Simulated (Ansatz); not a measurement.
A computed series for BaMnO3: pressure series

Consider BaMnO₃ in the cubic perovskite structure (space group Pm-3m, No. 221; a = 3.8808 Å; ferromagnetic; a cell from a computed database, its experimental status unchecked).

Cell and atoms are relaxed at each pressure.

The values are results of PBEsol (Ansatz, an electronic-structure program), no SOC, not measurements.

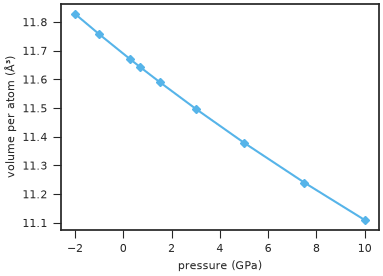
*Volume against pressure*

**Question.** Estimate the zero-pressure bulk modulus from the plot.

**Answer.** About 170 GPa; a third-order Birch–Murnaghan fit to the points gives V₀ = 11.69 Å³/atom, B₀ = 174 GPa and B₀′ = 4.7.

Load acts through the strain it causes; cell and atoms are relaxed under it. No phonon test of stability was made. Competing high-pressure phases were not computed. No Hubbard U is applied and the magnetic state is the run's own (BaMnO3 ferromagnetic); small cells can't hold the antiferromagnetic order that many such compounds have, so gaps and moments can be off. Many cubic perovskites are stable only at high temperature; tilts and polar distortions were not tested.
